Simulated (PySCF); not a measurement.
# C6H3O (doublet): what the fields show

```yaml
atoms:
  - { symbol: C, position_ang: [2.5317, 0.2293, 0.1235] }
  - { symbol: C, position_ang: [1.3321, 0.1705, 0.0752] }
  - { symbol: C, position_ang: [-0.0606, 0.0340, 0.0039] }
  - { symbol: C, position_ang: [-0.7552, -1.2037, -0.2680] }
  - { symbol: C, position_ang: [-2.0528, -0.8482, -0.2379] }
  - { symbol: O, position_ang: [-2.2500, 0.4343, 0.0141] }
  - { symbol: C, position_ang: [-1.0272, 0.9906, 0.1655] }
  - { symbol: H, position_ang: [3.5756, 0.3182, 0.1723] }
  - { symbol: H, position_ang: [-0.3154, -2.1599, -0.4481] }
  - { symbol: H, position_ang: [-0.9693, 2.0397, 0.3770] }
```

Geometry: GFN2-xTB.

All numbers below come from UKS B3LYP, pcH-1 on C H O, non-relativistic, mean-field spin-orbit, GIAO in PySCF 2.14.0, density-fitted response routines.

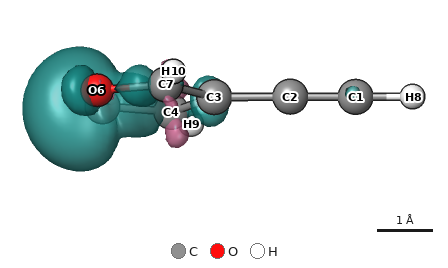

Figure 1. Isosurfaces of the spin density (α minus β) at +0.03 (teal) and −0.03 e/Å³ (pink), seen from one side.

**Describe the spin distribution.**

The unpaired spin (1 electron) lies mostly on C5 (about 0.8), in electrons by Hirshfeld's partition.

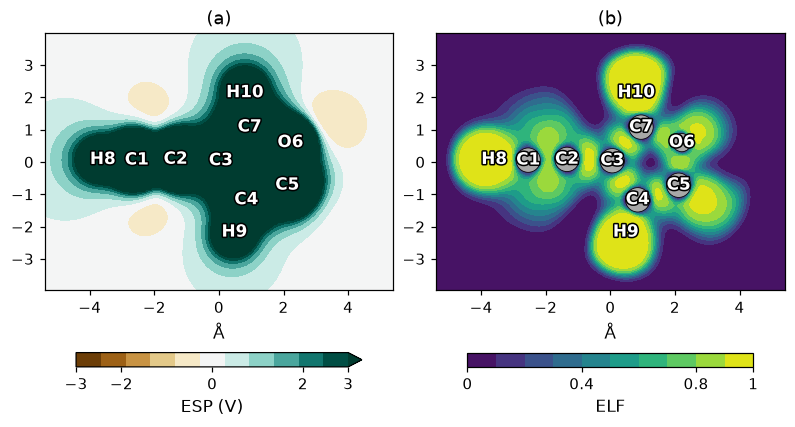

Figure 2. (a) electrostatic potential; (b) ELF on the molecular plane. Grey discs cover the atomic cores in the ELF map.

**Read the bonding off the picture.**

The section cuts through C, O and H sites. C–C (1.20 Å): the ELF peaks at about 0.85 between the atoms: a short, multiple covalent bond. C–O (1.32 Å): the ELF peaks at about 0.90 between the atoms, as expected for a polar covalent bond. C–H (1.05 Å): the ELF climbs to about 1 towards the hydrogen, as it does in any bond to H: a covalent bond by its length. C–C (1.35 Å): the ELF peaks at about 0.95 between the atoms: localised, covalent bonding. The ELF also peaks beside C5 and O6, away from the bonds: non-bonding electrons, paired or unpaired. Outside the dense part of the molecule the potential is most negative (−0.8 V) near O6.

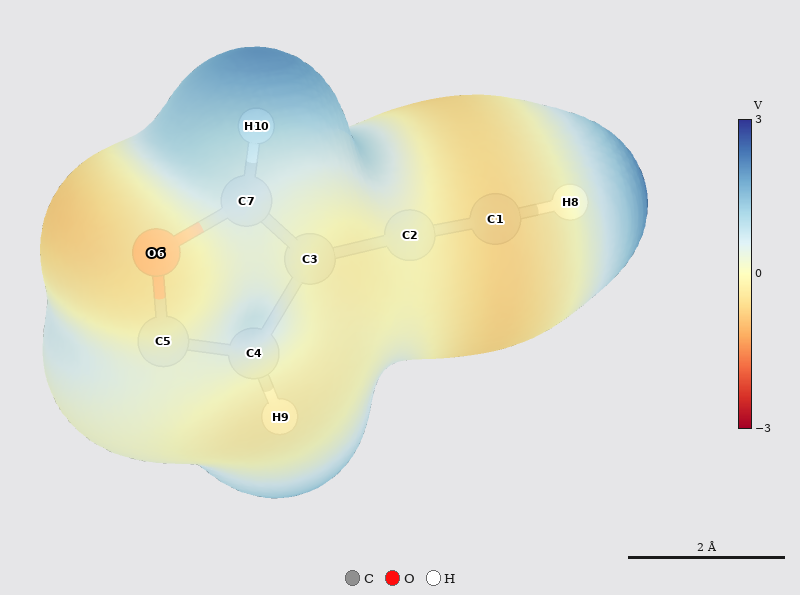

Figure 3. The molecular electrostatic potential painted on the density surface at 0.004 e/bohr³, seen at a tilt; the colour scale runs from red (negative) to blue (positive).

**Where is the surface potential most negative and most positive?**

The most negative region (about −0.8 V, or −18 kcal/mol for a unit charge) lies over C1, C2 and O6, the most positive (about +2.3 V, or +53 kcal/mol for a unit charge) over H8.
